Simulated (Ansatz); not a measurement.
Sn, response to strain

The parent structure is Sn in the diamond structure (space group Fd-3m, No. 227; a = 6.569 Å). Axes: x, y, z lie along the cube axes.

Strains are applied to the cell and any free atomic positions relax; under biaxial strain the out-of-plane vector relaxes too.

The values are results of r2SCAN/PAW in Ansatz (a first-principles code), no spin-orbit coupling, earlier PAW set, not measurements.

Notes on the quantities. energy relative to the base: free energy F.

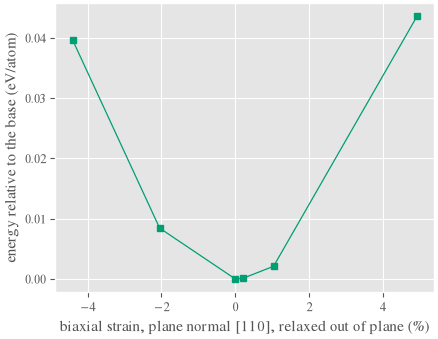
Figure: Energy relative to the base against biaxial strain, plane normal [110], relaxed out of plane

| biaxial strain, plane normal [110], relaxed out of plane (%) | energy relative to the base |
|---|---|
| -4.41 | +40 meV/atom |
| -2.05 | +8.4 meV/atom |
| 0.2 | +0.1 meV/atom |
| 1.04 | +2.1 meV/atom |
| 4.93 | +44 meV/atom |

A biaxial case was relaxed in a doubled cell and then solved in the primitive one. Whether these cells are dynamically stable was not tested.
